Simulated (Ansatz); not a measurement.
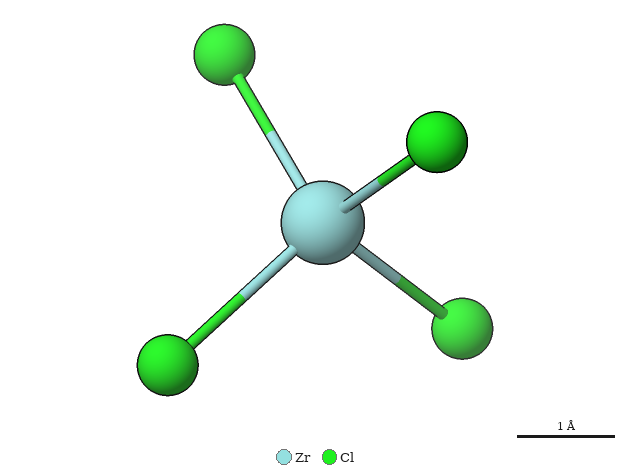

Rendered structure (ball-and-stick style).

The species is neutral and a spin singlet.

Description:

Formula ZrCl4. This geometry has Td symmetry. Coordination: 1 Zr tetrahedral.

More results for the same structure follow; atom numbers are the same in all pictures, views and colours differ. The geometry was computed by an optimisation with PBE0-D4/def2-TZVP.

### Shape

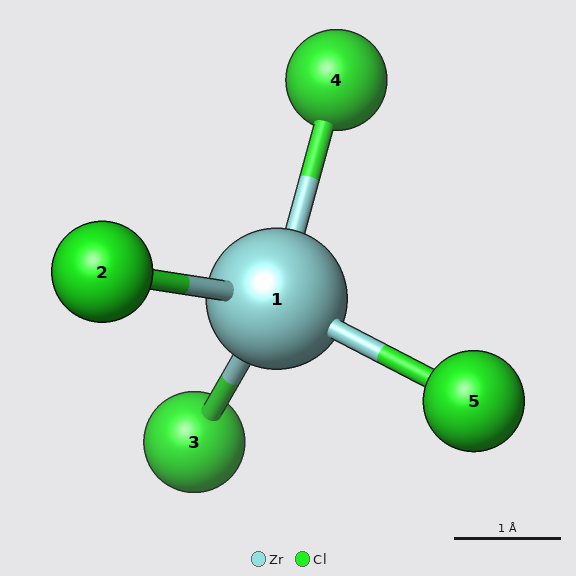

Numbered structure.

Give these bond angles: Cl2–Zr1–Cl3.

| angle | degrees |
| --- | --- |
| Cl2–Zr1–Cl3 | 109.5 |

### Vibrations

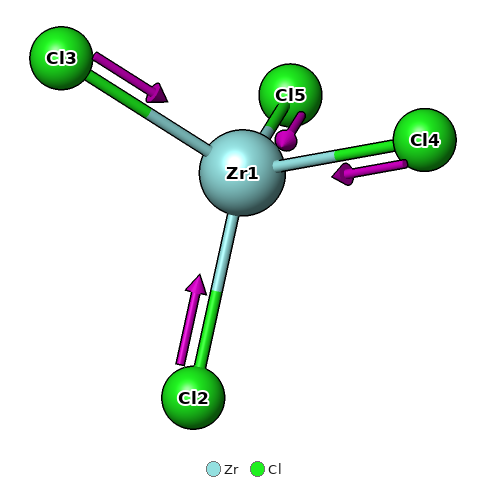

The arrows show one normal mode. Harmonic vibrations computed with RKS PBE0-D4/def2-TZVP, core potentials on Zr (Ansatz 0.2.0) at a stationary point of the same level.

Describe the motion.

Answer. Mostly in-phase stretching of 4 Zr–Cl bonds.

At what wavenumber does it lie?

Answer. 382 cm⁻¹; it is mode 6 of 9 counted from the lowest.

### Electronic properties

Method: RKS PBE0-D4/def2-TZVPP, core potentials on Zr (Ansatz 0.2.0).

What does the calculation give?

- HOMO energy (Kohn–Sham orbital): −9.72 eV
- LUMO energy (Kohn–Sham orbital): −2.65 eV
- HOMO–LUMO gap: 7.07 eV

### Charges

The questions are on Mulliken charges. Properties computed with RKS PBE0-D4/def2-TZVP, core potentials on Zr (Ansatz 0.2.0).

List the Mulliken charges.

```tsv
atom	value (e)
Zr1	1.34
Cl2	−0.33
Cl3	−0.33
Cl4	−0.33
Cl5	−0.33
```

Mulliken values depend strongly on the basis set and can even reverse the polarity of a bond.
